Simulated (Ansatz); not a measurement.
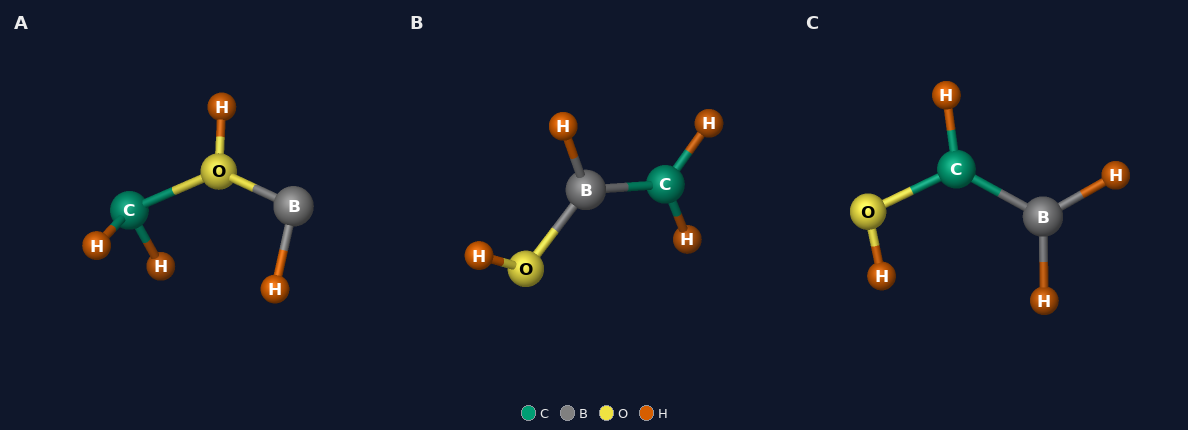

3 stationary structures of one formula. The species has charge −1 and is a spin singlet. Geometries: PBE0-D4/def2-TZVPD. Electronic energies: RHF-CCSD(T) (frozen core)/def2-TZVPPD (Ansatz 0.2.0), without zero-point energy. No frequency run is at hand to confirm each as a minimum. Each is one conformer, not always the lowest.

Rank them by energy, lowest first.

Answer. B is lowest (Cs); C lies 34.7 kcal/mol above it (Cs), A lies 122.9 kcal/mol above it (Cs).
